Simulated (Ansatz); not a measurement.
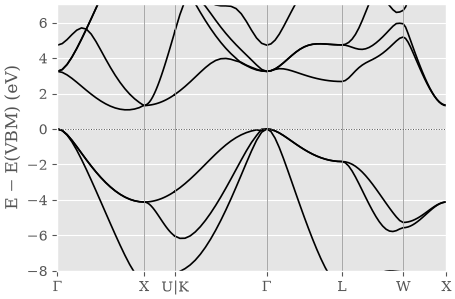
Figure: Band structure from DFT-PBEsol in the program Ansatz with PAW potentials

Question: Read off the gap and where the band edges lie.

Answer: About 1.1 eV (1.08 eV by a search for the band edges); maximum at Γ, minimum on the Γ–X line, 80 % of the way from Γ.

The material is BAs (zinc blende, F-43m).

The PBEsol relaxation kept the symmetry of its start. Spin–orbit coupling is left out wherever it is not named.

Potentials: the later of the program's two PAW sets.
